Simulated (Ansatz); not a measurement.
System: Cl$_{2}$F$_{2}$Ga$_{2}$H$_{2}$ (SMILES [Cl][GaH-]1[F+][GaH-]([Cl])[F+]1).

Input file:

```
basis:
  gaussian: {orbitals: def2-SVPD}
crystal:
  periodic: [false, false, false]
  atoms:
    - {symbol: Cl, position_ang: [0.081368, 2.326709, 1.719369]}
    - {symbol: Cl, position_ang: [-2.854215, -0.455958, -0.148301]}
    - {symbol: F, position_ang: [0.094061, 0.619570, -1.070948]}
    - {symbol: F, position_ang: [0.224425, -0.834438, 0.890499]}
    - {symbol: Ga, position_ang: [1.099584, 0.856397, 0.561761]}
    - {symbol: Ga, position_ang: [-0.870433, -1.010998, -0.691595]}
    - {symbol: H, position_ang: [2.610788, 0.669495, 0.322774]}
    - {symbol: H, position_ang: [-0.385567, -2.170778, -1.583560]}
hamiltonian: {xc: pbe0}
output: {forces: true, orbitals: {seedname: orbitals}}
```

Run with:

```sh
ansatz run input.yaml --threads 2 --pin off --max-ram 6090MiB --events-out events.jsonl --progress --plain --runs-dir runs
```

Geometry: PBE0-D4/def2-SVP.

Level of theory: isolated molecule in a Gaussian basis; Kohn-Sham density functional theory, functional PBE0 in Ansatz.

What will maps of the electron density and electron localisation function show?

Ga–Cl (2.13 Å): ρ is about 0.71 e/Å³ halfway; the ELF peaks at about 0.85 in the valence shell of Cl, 0.8 Å from its nucleus, and is about 0.55 at the midpoint.
Ga–H (1.54 Å): ρ is about 1 e/Å³ halfway; the ELF climbs to about 1 towards the hydrogen.

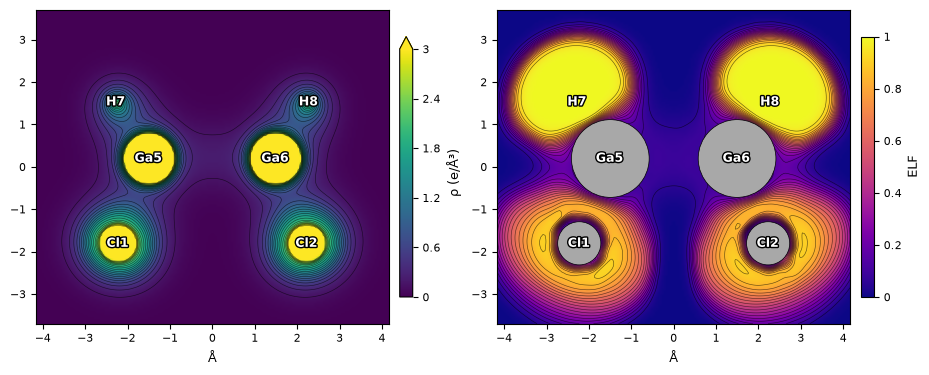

Computed electron density and electron localisation function on the plane of atoms Cl2, Ga6 and H8, in this order. Grey discs cover the atomic cores in the ELF map. 
